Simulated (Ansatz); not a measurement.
**HNO2 (nitrous acid): wB97X/def2-TZVP**

Aim: the electronic atomisation energy of HNO2 (nitrous acid) at wB97X/def2-TZVP, from 4 runs. 

Program for the calculation: Ansatz 0.2.0.

55 further runs of the same task are left out: 55 set aside as unsound or not needed.

## Step 1: The system as given

HNO2 has 4 atoms, charge 0, and is taken as a singlet. As SMILES, `O=NO`. Geometry: relaxed at PBE0-D4/def2-TZVP.

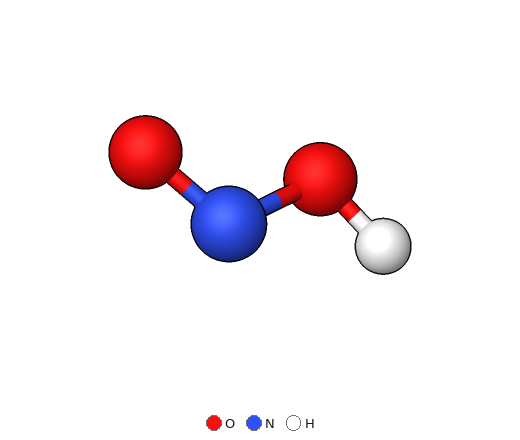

Viewed from a chosen angle; oxygen red, nitrogen blue, hydrogen white.

## Step 2: A single-point energy at wB97X/def2-TZVP

Input file run.yaml:

```yaml
crystal:
  periodic: [false, false, false]
  atoms:
    - {symbol: O, position_ang: [0.413650, 0.047230, 1.437260]}
    - {symbol: N, position_ang: [0.320150, -0.419400, 0.377370]}
    - {symbol: O, position_ang: [-0.362650, 0.434660, -0.492650]}
    - {symbol: H, position_ang: [-0.371140, -0.062490, -1.321980]}
basis:
  gaussian: {orbitals: def2-TZVP}
hamiltonian: {xc: {name: wB97X}}
accuracy: high
output: {orbitals: {seedname: orbitals}}
```

Launch:

```console
$ ansatz run run.yaml --threads 1 --pin off --max-ram 3480MiB --events-out events.jsonl --progress --plain --runs-dir runs
```

Standard output:

```text
Warning: RAYON_NUM_THREADS=1 ignored (pool sized by the plan → 1); use --threads N
Functional definition: wB97X
  name "wB97X"
  parameter omega = 0.3/bohr
  parameter cx = 0.157706
  parameter cx1 = 0.726479
  parameter cx2 = 1.04760
  parameter cx3 = -5.70635
  parameter cx4 = 13.2794
  parameter css1 = -4.33879
  parameter css2 = 18.2308
  parameter css3 = -31.7430
  parameter css4 = 17.2901
  parameter cos1 = 2.37031
  parameter cos2 = -11.3995
  parameter cos3 = 6.58405
  parameter cos4 = -3.78132
  exchange = spin_sum(e_x_unif_sr(omega)*poly(b97_u_x, 1 - cx, cx1, cx2, cx3, cx4)) + cx*exact_x_sr(omega)
      + exact_x_lr(omega)
  correlation = spin_sum(e_c_pw_same_spin*poly(b97_u_same, 1, css1, css2, css3, css4))
      + integral(e_c_pw_opposite_spin*poly(b97_u_opposite, 1, cos1, cos2, cos3, cos4))
1704 factors; integrals over basis functions are off by at most 3.2e-9 eV
213 factors; integrals over basis functions are off by at most 1.9e-9 eV
mean field evaluation 1: about -5595.3908 eV, gradient 4.5e1 eV
mean field evaluation 2: about -5593.9000 eV, gradient 5.7e1 eV
mean field evaluation 4: about -5598.5040 eV, gradient 2.1e0 eV
mean field evaluation 8: about -5598.5157 eV, gradient 6.8e-2 eV
mean field evaluation 16: about -5598.5157 eV, gradient 2.0e-5 eV
mean field -5598.51572157 eV, -205.7416579575 hartree, gradient 2.7e-8 eV, S^2 0.000000; 0 other end points of the search recorded, 0 dependent functions left out
reference -5598.51571976 eV, -205.7416578911 hartree; 12, 12 occupied and 87, 87 virtual orbitals, 1704 factors
Total energy: -5598.51571976 eV, -205.7416578911 hartree
```

Wall time 13 s (1 thread of Arm Neoverse V1, shared host); peak memory 0.34 GiB.

## Step 3: The H atom, same level

Input file input.yaml:

```yaml
crystal:
  periodic: [false, false, false]
  atoms:
    - {symbol: H, position_ang: [0.000000, 0.000000, 0.000000]}
basis:
  gaussian:
    orbitals: def2-TZVP
magnetization:
  spin_polarized: true
  initial_magnetization: 1
hamiltonian:
  xc: {name: wB97X}
accuracy: high
```

Run the same way, it converges to -0.50139 Eh (log not shown).

## Step 4: The N atom, same level

Input file molecule.yaml:

```yaml
crystal:
  periodic: [false, false, false]
  atoms:
    - symbol: N
      position_ang: [0.000000, 0.000000, 0.000000]
basis:
  gaussian:
    orbitals: def2-TZVP
magnetization:
  spin_polarized: true
  initial_magnetization: 3
hamiltonian:
  xc: {name: wB97X}
accuracy: high
```

Run the same way, it converges to -54.59159 Eh (log not shown).

## Step 5: The O atom

Input file molecule.yaml:

```yaml
crystal:
  periodic: [false, false, false]
  atoms:
    - symbol: O
      position_ang: [0.000000, 0.000000, 0.000000]
basis:
  gaussian:
    orbitals: def2-TZVP
accuracy: high
hamiltonian:
  xc: {name: wB97X}
magnetization:
  spin_polarized: true
  initial_magnetization: 2
```

Run the same way, it converges to -75.07689 Eh (log not shown).

## Step 6: Summary of results

Level: wB97X/def2-TZVP.

```
                     quantity          value
       molecule: total energy  -205.74166 Eh
        molecule: HOMO energy      -10.63 eV
        molecule: LUMO energy        0.37 eV
      molecule: HOMO–LUMO gap       11.01 eV
         H atom: total energy    -0.50139 Eh
                 H atom: ⟨S²⟩          0.750
         N atom: total energy   -54.59159 Eh
                 N atom: ⟨S²⟩          3.757
         O atom: total energy   -75.07689 Eh
                 O atom: ⟨S²⟩          2.005
electronic atomisation energy      13.467 eV
```

Taking the molecule apart into free atoms costs 13.47 eV (1299 kJ/mol), before zero-point energy and without spin-orbit coupling.
